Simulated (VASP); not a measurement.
Band structure of Y2Te3 (space group P-3m1). Level of theory: PBE GGA, VASP's PBE PAW potentials (set 64) (plane waves; VASP 6.6.1).

Unless said otherwise, spin-orbit coupling is left out, though it shifts the bands of the heavy elements here.

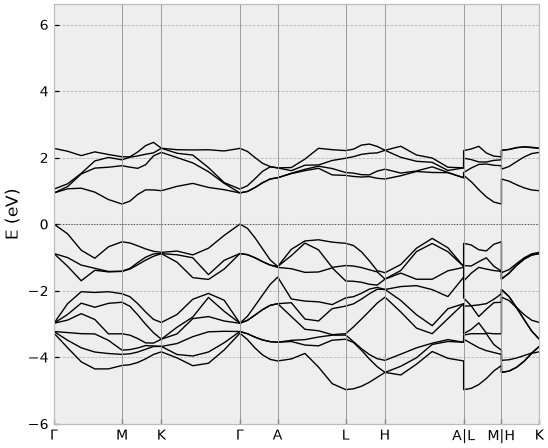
Fig. 1. Bands along high-symmetry lines, zero at the valence-band maximum or, without a gap, the Fermi level

**Question.** Read the plot: is there a gap, and where are the band edges?

**Answer.** The gap is indirect, 0.60 eV, from the valence maximum at Γ to the conduction minimum at M.

The structure was generated: Y2Te3 was put into an ordered model structure, which need not be its known phase. The cell was not relaxed at this level.
